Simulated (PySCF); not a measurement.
Molecule (SMILES): F[C]Cl (closed-shell singlet).
Geometry (B3LYP-D3(BJ)/def2-TZVP, fixed):
```xyz
3

F     -1.4677    -0.2909     0.0321
C     -0.5979     0.6705    -0.0192
Cl     0.9880    -0.0826    -0.0102
```
Charge 0, spin multiplicity 1.

Basis-set convergence of the isotropic shielding of F1 at HF with PySCF. GIAO, no density fitting; atoms are numbered in the order shown. All functions are spherical. No added dispersion term, no relativity. Reference: the value in pcSseg-3, -165.08 ppm, itself unsure by roughly 6.40 ppm (its mean distance from pcseg-3, pcSseg-2). Deviations are taken from unrounded values. Cost is core time over that of cc-pV(T+d)Z, rough, on shared machines of one kind; a dash marks a row that isn't timed (too short, read off another run, short of memory, by another algorithm or on other hardware).

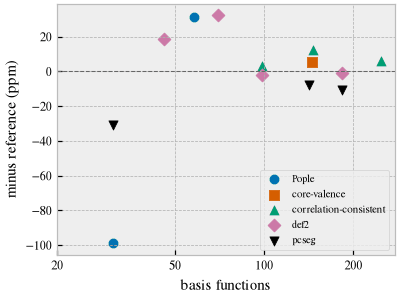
Fig. 1. Deviation from the reference against the number of basis functions, by family of sets.

```json
[
 {"basis": "6-31G", "functions": "31", "isotropic shielding of F1 (ppm)": "-264.15", "minus reference (ppm)": "-99.08", "cost": "-"},
 {"basis": "pcseg-0", "functions": "31", "isotropic shielding of F1 (ppm)": "-196.06", "minus reference (ppm)": "-30.98", "cost": "-"},
 {"basis": "def2-SVP", "functions": "46", "isotropic shielding of F1 (ppm)": "-146.54", "minus reference (ppm)": "18.53", "cost": "-"},
 {"basis": "6-31+G*", "functions": "58", "isotropic shielding of F1 (ppm)": "-133.76", "minus reference (ppm)": "31.31", "cost": "-"},
 {"basis": "def2-SVPD", "functions": "70", "isotropic shielding of F1 (ppm)": "-132.76", "minus reference (ppm)": "32.32", "cost": "0.3×"},
 {"basis": "cc-pV(T+d)Z", "functions": "99", "isotropic shielding of F1 (ppm)": "-161.77", "minus reference (ppm)": "3.30", "cost": "1×"},
 {"basis": "def2-TZVP", "functions": "99", "isotropic shielding of F1 (ppm)": "-167.22", "minus reference (ppm)": "-2.14", "cost": "1×"},
 {"basis": "aug-pcseg-2", "functions": "142", "isotropic shielding of F1 (ppm)": "-172.94", "minus reference (ppm)": "-7.87", "cost": "3×"},
 {"basis": "cc-pCVTZ", "functions": "145", "isotropic shielding of F1 (ppm)": "-159.88", "minus reference (ppm)": "5.20", "cost": "3×"},
 {"basis": "aug-cc-pV(T+d)Z", "functions": "147", "isotropic shielding of F1 (ppm)": "-152.93", "minus reference (ppm)": "12.15", "cost": "4×"},
 {"basis": "def2-QZVPP", "functions": "184", "isotropic shielding of F1 (ppm)": "-166.22", "minus reference (ppm)": "-1.14", "cost": "9×"},
 {"basis": "pcseg-3", "functions": "184", "isotropic shielding of F1 (ppm)": "-175.96", "minus reference (ppm)": "-10.88", "cost": "10×"},
 {"basis": "aug-cc-pV(Q+d)Z", "functions": "249", "isotropic shielding of F1 (ppm)": "-158.85", "minus reference (ppm)": "6.23", "cost": "30×"}
]
```
